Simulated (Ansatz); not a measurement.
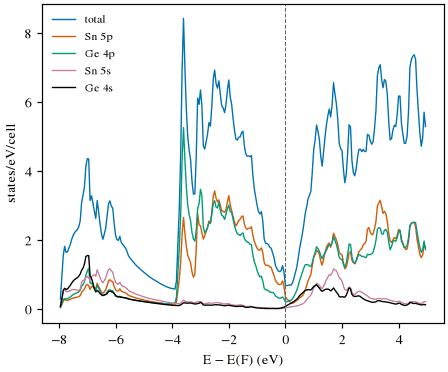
*Total and projected density of states of SnGe in space group Pmma (No. 51; Ge on 2e, Ge on 2f, Sn on 2e, Sn on 2f), the program Ansatz at the PBEsol level (PAW)*

Which orbitals carry the states next to the Fermi level?

Within 0.5 eV of the Fermi level: Sn 5p 48 %, Ge 4p 34 %, Ge 4s 11 %. Projections are on Löwdin-orthogonalised atomic valence shells; empty p or d shells of many metals are not among them.

Where is the tallest occupied peak in this window, and what makes it?

Near -3.6 eV, about 8.4 states/eV per cell; the largest projected share is Ge 4p.

The start of the workflow was typed in or built on a structure type; neither database checked (COD, Materials Project) lists it. Whether it is the stable phase at ambient conditions was not checked. The cell was relaxed with PBEsol under the symmetry of its start; its stability against distortions is not shown here. Scalar-relativistic: spin–orbit coupling is off unless named, which matters more the heavier the elements.

Potentials: the earlier of the program's two PAW sets. The files were generated under PBE; for other functionals the program regenerates the frozen cores, and for LDA and PBEsol the local potential too.
